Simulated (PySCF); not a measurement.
# C2H3Cl, SMILES `ClC=C`: electronic structure

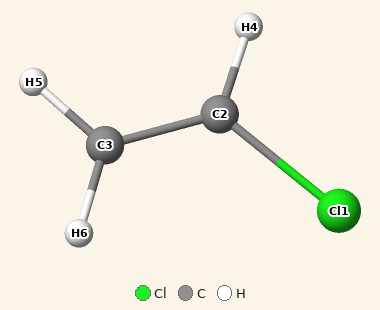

The molecule, with its atoms numbered as below. No frequency check shows the geometry to be a minimum.

Cartesian coordinates (Å):

```
Cl1     -1.0499    0.1002    0.0000
C2       0.5613   -0.5034    0.0000
C3       1.6200    0.2808    0.0000
H4       0.6106   -1.5813    0.0000
H5       2.6100   -0.1397    0.0000
H6       1.5396    1.3536    0.0000
```

Part 1: Bonding charge

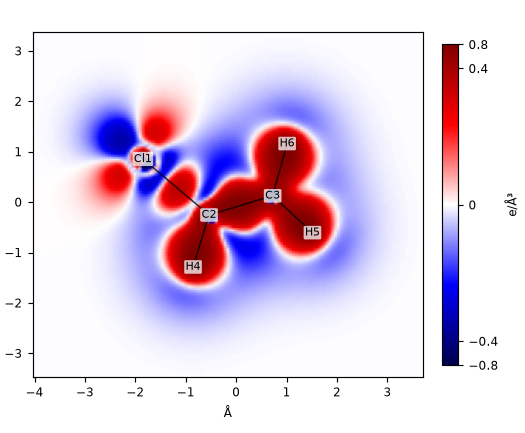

Deformation density (molecule less spherical, spin-averaged free atoms) in the molecular plane; colour scale in e/Å³, logarithmic beyond ±0.1; red: gain, blue: loss.

PySCF calculation, ωB97X/def2-TZVP, gas phase; geometry: GFN2-xTB.

Q: How much density has each bond in this plane gained at its critical point, relative to the free atoms?

A: C2–H4: +0.83 e/Å³ at the bond critical point (bond length 1.08 Å, Mayer order 0.9). C2–C3: +0.81 e/Å³ at the bond critical point (bond length 1.32 Å, Mayer order 1.9). C3–H6: +0.79 e/Å³ at the bond critical point (bond length 1.08 Å, Mayer order 1.0). C3–H5: +0.78 e/Å³ at the bond critical point (bond length 1.08 Å, Mayer order 1.0). Cl1–C2: +0.25 e/Å³ at the bond critical point (bond length 1.72 Å, Mayer order 1.1). In all, 1.4 electrons gather in the regions of gain relative to the promolecule.

Q: Where do the Hirshfeld charges lie?

A: The highest Hirshfeld charge is on H4 (+0.06 e), the lowest on C3 (−0.11 e).

Part 2: Bond critical points

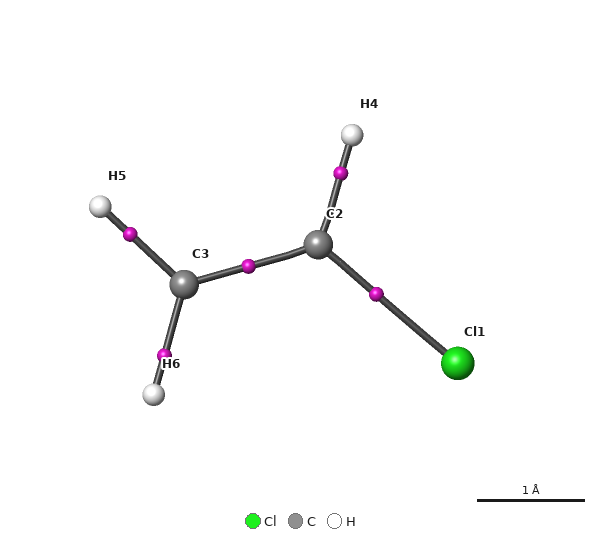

Molecular graph of the electron density (QTAIM): bond paths, bond critical points (magenta), ring points (cyan, if any); weak paths are dashed.

Q: How many critical points of each kind are there, and does the count close?

A: 6 nuclei, 5 bond, 0 ring and 0 cage critical points: 6 − 5 + 0 − 0 = 1, as the Poincaré–Hopf relation requires.

Q: Tabulate density, Laplacian, ellipticity and energy density at the bond critical points (atomic units).

A:
```
  bond  length (Å)  ρ (a.u.)  ∇²ρ (a.u.)     ε  H (a.u.)
 C2–C3       1.318     0.361       −1.12  0.40    −0.439
 C2–H4       1.079     0.293       −1.07  0.03    −0.303
 C3–H6       1.076     0.289       −1.05  0.01    −0.300
 C3–H5       1.076     0.288       −1.04  0.01    −0.299
Cl1–C2       1.721     0.211       −0.37  0.05    −0.167
```

Q: What kind of interaction is C3–H5?

A: Shared-shell (covalent): ρ = 0.288, ∇²ρ = −1.04, H = −0.299 a.u.

Part 3: Electrostatic potential

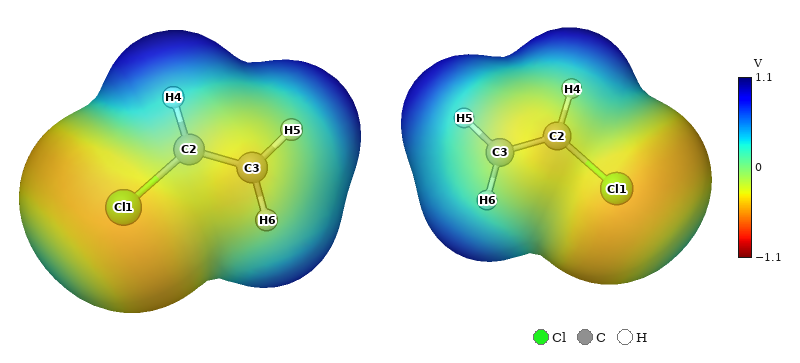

Electrostatic potential on the surface of electron density 0.001 a.u. (back view left, front view right).

Q: Where are the extremes of the potential on the surface?

A: Highest: 1.01 V, 1.3 Å from H4. Further maxima include 0.77 V, 1.3 Å from H6; 0.20 V, 1.9 Å from Cl1. Lowest: −0.50 V, off the molecular plane, over Cl1 (2.1 Å), and at like points elsewhere. Further minima include −0.40 V, off the C2–C3 bond (2.2 Å from its atoms), and at like points elsewhere. The surface is sampled at points, so like sites can differ by a few per cent and only the strongest of them is named.

Q: Does Cl1 carry a σ-hole?

A: Yes: a local maximum of +0.20 V lies on the extension of the C2–Cl1 bond.

Part 4: In an electric field

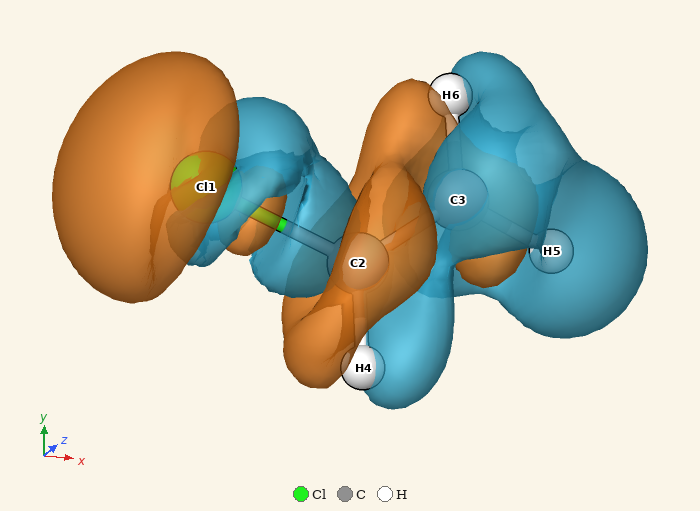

Change of the electron density in a uniform field of 0.21 V/Å, surfaces at ±0.0015 e/Å³ (light blue: gain, orange: loss).

Level of theory: ωB97X/def2-TZVP (PySCF), at a geometry from GFN2-xTB. A basis without diffuse functions makes polarisabilities too small.

The field was applied in both directions; the picture shows the one opposite to the script's first.

Q: Along which Cartesian direction does the field point?

A: Along −x: electrons gather on the +x side, against the field.

Q: How large is the response?

A: The induced dipole is 0.52 D (along the field); α along this axis, from the fields in both directions, is 51 bohr³ (7.5 Å³).

Part 5: Removing or adding an electron

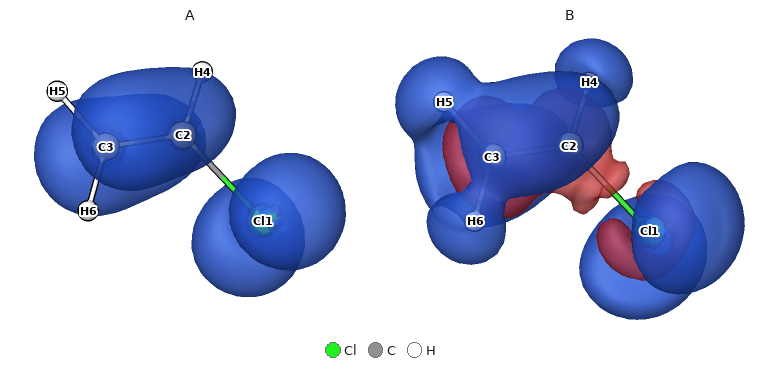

The Fukui function f⁻ from two separate SCF calculations and the density of the HOMO, at ±0.02 e/Å³ (blue positive, red negative).

Q: Which panel is which, and how good is the frozen-orbital picture?

A: B is f⁻ (it has negative regions), A the HOMO density. The HOMO lies on Cl1 (37 %), C3 (33 %) and C2 (23 %); f⁻ (Hirshfeld-condensed) is largest on Cl1 (0.36) and C3 (0.24); the vertical ionisation energy is 10.01 eV. Relaxation shifts 15 % of the electron between atoms. The orbital energy is −9.92 eV.

The PySCF runs shown took 8.5 s, 19 s and 93 s on 1 thread of Arm Neoverse V2, on a shared host.
